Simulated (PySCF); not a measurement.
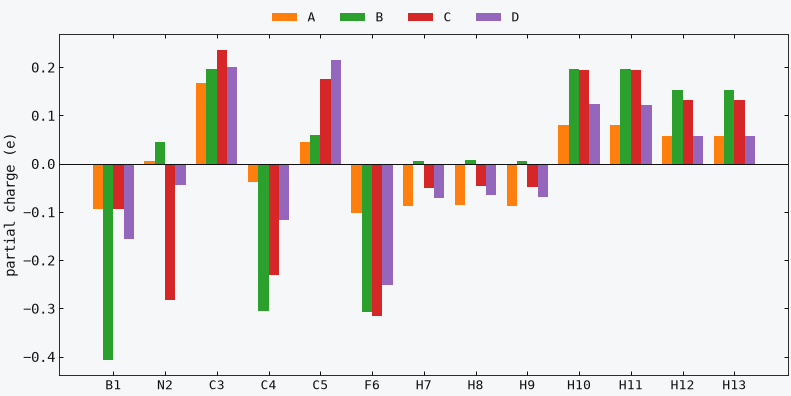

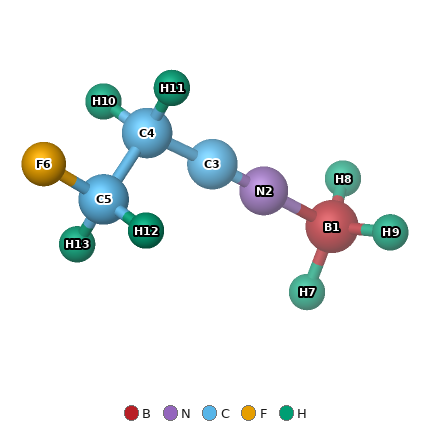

Atomic charges of C₃H₇BFN, SMILES [BH3-][N+]#CCCF by 4 schemes, PBE0/pcSseg-1, PySCF, at a PBE0-D3(BJ)/def2-SVP geometry (no frequency check).

**The schemes are ESP fit, Hirshfeld, IAO and Mulliken. Which series is which?**

A: Hirshfeld (C4 −0.04 e); B: IAO (C4 −0.30 e); C: Mulliken (C4 −0.23 e); D: ESP fit (C4 −0.12 e).

Note: one conformer of a flexible molecule.
